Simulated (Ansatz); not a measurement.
Consider CHOSi₂ (charge −1).

```csv
atom,x (Å),y (Å),z (Å)
C,1.1541,-2.3948,0.7837
O,2.0006,-0.2655,1.8145
Si,2.6437,-1.9056,1.7033
Si,0.7965,-0.6250,0.5746
H,0.8516,-3.3024,0.2489
```

Geometry: r2SCAN-D4/def2-SVPD.

All numbers below come from isolated molecule in a Gaussian basis; Kohn-Sham density functional theory, functional PBE0 (Ansatz 0.2.0).

**Predict the electron density and electron localisation function between the atoms.**

Si–O (1.77 Å): ρ at the midpoint is about 0.94 e/Å³; the ELF peaks at about 0.85 between the atoms (a shared but strongly polarised pair).
C–Si (1.82 Å): ρ is about 0.98 e/Å³ halfway; the ELF peaks at about 0.90 between the atoms; a covalent bond.
C–H (1.10 Å): ρ is about 1.9 e/Å³ halfway; the ELF climbs to about 1 towards the hydrogen, as it does in any bond to H: an ordinary covalent bond to hydrogen.

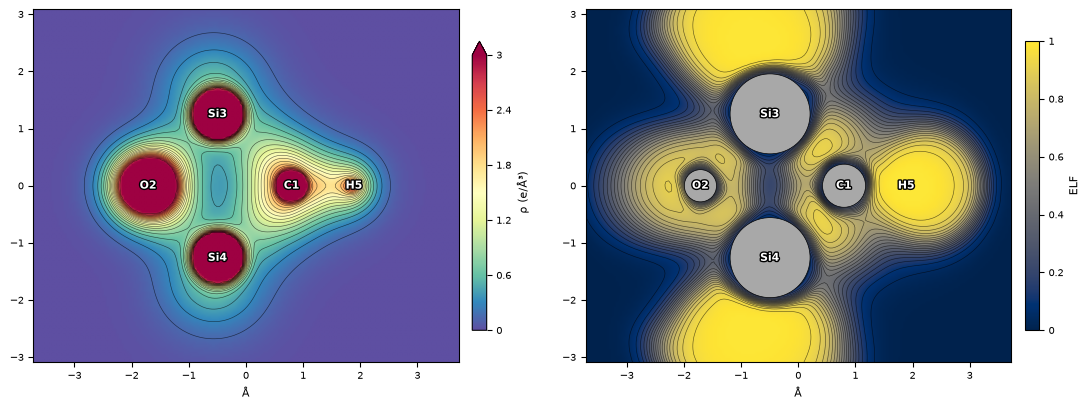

Computed electron density and electron localisation function on the molecular plane, in this order. Grey discs cover the atomic cores in the ELF map. 
